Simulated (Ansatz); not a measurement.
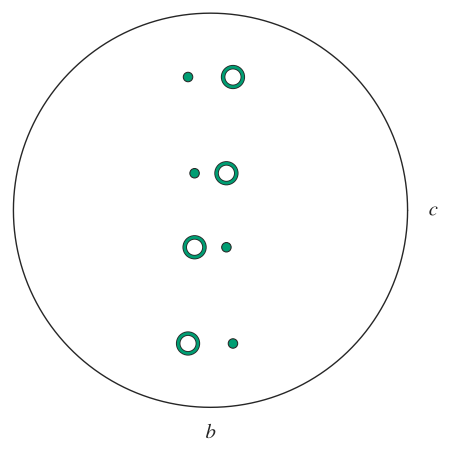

Stereographic projection: filled dots lie in the upper hemisphere, open rings in the lower. The a axis points at the viewer. The poles are all faces of one general form. Computed from the symmetry operations of a computed or model structure of composition SrLi2GaS4, which need not be its known form.

Q: Which point group is this?

A: -42m (D2d), order 8, tetragonal system: one −4 axis, two twofold axes, two mirror planes.

Q: Which physical properties does it allow?

A: It is not centrosymmetric; not polar, but piezoelectricity is allowed; it is not chiral.
